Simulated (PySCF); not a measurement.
# BH2F (SMILES [H]B([H])F) at B2PLYP/STO-3G

Aim: the energy change on altering one bond length of BH2F at B2PLYP/STO-3G, from 2 runs. Input form: a Python script.

Program for the calculation: PySCF 2.14.0.

7 further runs of the same task are left out: 7 set aside as unsound or not needed.

## Step 1: Starting point

BH2F: 4 atoms, total charge 0, spin state singlet. SMILES: `[H]B([H])F`. The coordinates come from a GFN2-xTB relaxation.

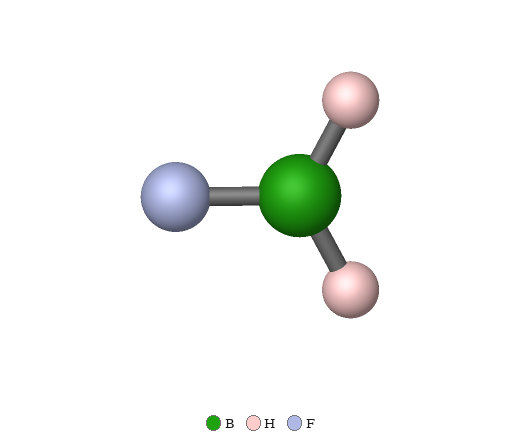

Viewed from a chosen angle; boron green, hydrogen pink, fluorine light blue.

## Step 2: A single-point energy at B2PLYP/STO-3G

The input, run.py:

```python
from pyscf import gto, dft, mp

molecule = gto.M(
    atom='''
B      0.056673     0.092975     0.001134
H      2.264686    -0.064194     0.029536
H     -1.092772     1.984553    -0.036755
F     -1.228587    -2.013314     0.006104
''',
    basis='sto-3g',
    verbose=4,
    charge=0,
    unit='bohr',
    max_memory=1860,
)

mf = dft.RKS(molecule)
mf.xc = '0.53*HF + 0.47*B88, 0.73*LYP'
mf.conv_tol = 1e-10
mf.grids.level = 5
mf.kernel()
if not mf.converged:
    mf = mf.newton().run(mf.mo_coeff, mf.mo_occ)

pt = mp.MP2(mf, frozen=2).run()
etot = mf.e_tot + 0.27 * pt.e_corr
print('PT2 part  %.8f' % (0.27 * pt.e_corr))
print('Final energy', etot)
```

Launch:

```bash
$ OMP_NUM_THREADS=1 python run.py
```

Output:

```text
PySCF version 2.14.0

[INPUT] num. atoms = 4
[INPUT] num. electrons = 16
[INPUT] charge = 0
[INPUT] spin (= nelec alpha-beta = 2S) = 0
[INPUT] symmetry False subgroup None
[INPUT] Mole.unit = bohr
[INPUT] Symbol           X                Y                Z      unit          X                Y                Z       unit  Magmom
[INPUT]  1 B      0.029990060074   0.049200251185   0.000600086957 AA    0.056673000000   0.092975000000   0.001134000000 Bohr   0.0
[INPUT]  2 H      1.198420221090  -0.033970001878   0.015629778102 AA    2.264686000000  -0.064194000000   0.029536000000 Bohr   0.0
[INPUT]  3 H     -0.578270039131   1.050180221463  -0.019449908387 AA   -1.092772000000   1.984553000000  -0.036755000000 Bohr   0.0
[INPUT]  4 F     -0.650140242033  -1.065399887226   0.003230097695 AA   -1.228587000000  -2.013314000000   0.006104000000 Bohr   0.0

[... 58 lines left out ...]
converged SCF energy = -123.979571293264
[... 1 line left out ...]
******** <class 'pyscf.mp.mp2.RMP2'> ********
nocc = 6, nmo = 10
frozen orbitals 2
E(RMP2) = -124.067020327347  E_corr = -0.0874490340821431
E(SCS-RMP2) = -124.071793944839  E_corr = -0.0922226515750962
E_corr(same-spin) = -0.0146725261424718
E_corr(oppo-spin) = -0.0727765079396714
PT2 part  -0.02361124
Final energy -124.00318253246658
```

Run time: 1.7 s. Hardware: 1 thread of Arm Neoverse V1, shared host; peak memory 0.17 GiB.

## Step 3: The distorted shape at the same level

The input, job.py:

```python
from pyscf import gto, dft, mp

molecule = gto.M(
    atom='''
B      0.370062     0.606511    -0.000715
H      1.538492     0.523341     0.014315
H     -0.238198     1.607491    -0.020765
F     -0.650140    -1.065400     0.003230
''',
    basis='sto-3g',
    charge=0,
    spin=0,
    verbose=3,
    max_memory=1860,
)

mf = dft.RKS(molecule, xc='0.53*HF + 0.47*B88, 0.73*LYP')
mf.conv_tol = 1e-10
mf.grids.level = 5
mf.kernel()
if not mf.converged:
    mf = mf.newton().run(mf.mo_coeff, mf.mo_occ)

pt = mp.MP2(mf, frozen=2).run()
energy = mf.e_tot + 0.27 * pt.e_corr
print('PT2 part  %.8f' % (0.27 * pt.e_corr))
print('E(%s) = %.9f' % ('B2PLYP', energy))
```

Launch:

```bash
$ OMP_NUM_THREADS=1 python job.py
```

Output:

```text
converged SCF energy = -123.802197275096
E(RMP2) = -123.917426810267  E_corr = -0.115229535171155
E(SCS-RMP2) = -123.930380278748  E_corr = -0.128183003652762
PT2 part  -0.03111197
E(B2PLYP) = -123.833309250
```

It took 1.9 s on 1 thread of Arm Neoverse V1, shared host; peak memory 0.17 GiB.

## Step 4: What came out

At B2PLYP/STO-3G, 2 core orbitals frozen:

| quantity | value |
| --- | --- |
| first shape: total energy | -124.00318 Eh |
| first shape: dipole moment (SCF part) | 0.13 D |
| first shape: HOMO energy (SCF part's orbitals) | -8.25 eV |
| first shape: LUMO energy (SCF part's orbitals) | 4.37 eV |
| first shape: HOMO–LUMO gap (SCF part's orbitals) | 12.62 eV |
| distorted shape: total energy | -123.83331 Eh |
| distorted shape: dipole moment (SCF part) | 1.35 D |
| distorted shape: HOMO energy (SCF part's orbitals) | -6.81 eV |
| distorted shape: LUMO energy (SCF part's orbitals) | 2.55 eV |
| distorted shape: HOMO–LUMO gap (SCF part's orbitals) | 9.37 eV |
| energy change with the B1–F4 bond stretched from 1.306 to 1.959 Å | 4.622 eV |

In words: With the B1–F4 bond stretched from 1.306 to 1.959 Å the energy rises by 4.62 eV (446 kJ/mol). The first shape isn't relaxed at this level, so the change isn't measured from a minimum. The minimal basis adds a large error of its own.
